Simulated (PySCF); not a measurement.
```yaml
atoms:
  - { symbol: C, position_ang: [1.7185, -0.5540, -0.4397] }
  - { symbol: B, position_ang: [0.6003, 0.4412, 0.1258] }
  - { symbol: N, position_ang: [-0.7733, 0.2664, -0.0285] }
  - { symbol: C, position_ang: [-1.3413, -0.8723, -0.7820] }
  - { symbol: C, position_ang: [-1.7769, 1.2546, 0.3732] }
  - { symbol: H, position_ang: [1.5219, -1.5560, -0.1386] }
  - { symbol: H, position_ang: [1.6716, -0.5423, -1.5537] }
  - { symbol: H, position_ang: [2.7546, -0.2724, -0.1830] }
  - { symbol: H, position_ang: [0.9325, 1.3765, 0.7261] }
  - { symbol: H, position_ang: [-2.3038, -1.2160, -0.3669] }
  - { symbol: H, position_ang: [-1.5172, -0.5851, -1.8103] }
  - { symbol: H, position_ang: [-0.6561, -1.7150, -0.7968] }
  - { symbol: H, position_ang: [-2.6019, 1.2230, -0.3374] }
  - { symbol: H, position_ang: [-2.0482, 1.0807, 1.4421] }
  - { symbol: H, position_ang: [-1.2768, 2.2334, 0.3366] }
```

Geometry: GFN2-xTB, MD frame at 250 fs, 200 K.

Theory: PBE0/pcSseg-1, SCF density, gas phase, non-relativistic in PySCF 2.14.0.

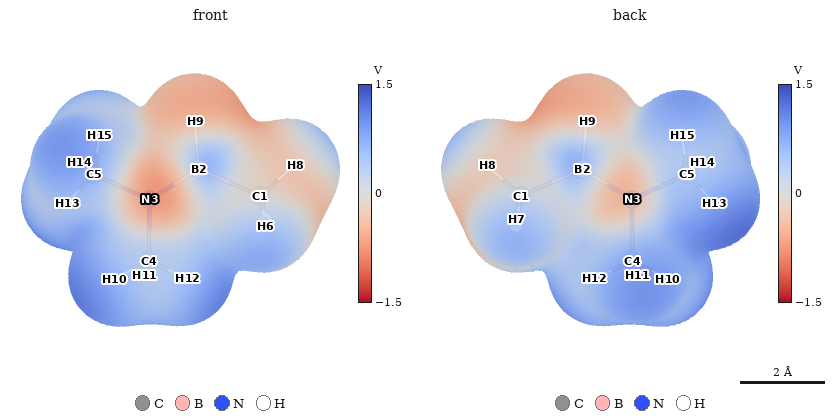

C$_{3}$H$_{10}$BN (SMILES CBN(C)C). The electrostatic potential painted on the density surface at 0.004 e/bohr³, seen from the front and from behind; red is negative and blue positive.

Which sites attract a positive test charge, and which a negative one?

A positive charge is drawn to the negative regions and a negative charge to the positive ones. The most negative region (about −0.7 V, or −16 kcal/mol for a unit charge) lies over N3 and H9, the most positive (about +1.2 V, or +28 kcal/mol for a unit charge) over H13.

What dipole moment does the calculation give?

Its dipole moment is 1.90 D.
